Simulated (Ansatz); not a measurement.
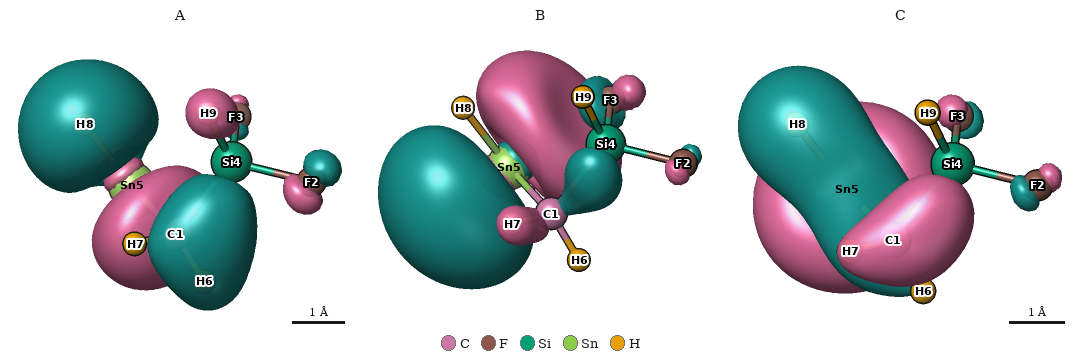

CH$_{4}$F$_{2}$SiSn (SMILES F[SiH](F)[CH2][SnH]). Three frontier orbitals at ±0.08 Å⁻³ᐟ² (teal and pink are the two phases), in no order.

Geometry: PBE0-D3(BJ)/def2-SVP; core potentials replace the inner electrons of Sn.

Method: Ansatz, isolated molecule in a Gaussian basis; Kohn-Sham density functional theory, functional PBE0.

```xyz
9

C     0.9554   -0.3888    1.0277
F     1.7866   -0.7731   -1.7403
F     1.7100    1.5744   -0.6851
Si    2.0883   -0.0137   -0.3451
Sn    0.4301    1.7482    1.5702
H     0.0563   -0.9401    0.7158
H     1.4530   -0.9097    1.8599
H     2.0849    1.9948    2.1982
H     3.5462   -0.0524   -0.1012
```

> Order the three orbitals by energy and name them.

A is the HOMO−1 (−8.00 eV). Its weight (Hirshfeld) is mainly on Sn5 (about 35 %), C1 (about 30 %), H8 (about 25 %) and Si4 (about 5 %). C is the HOMO (−6.65 eV). It lies mainly on Sn5 (about 65 %), C1 (about 15 %) and H8 (about 15 %). B is the LUMO (−2.34 eV). Its weight (Hirshfeld) is mainly on Sn5 (about 85 %).

> What is the HOMO–LUMO gap?

4.31 eV between the orbital energies.
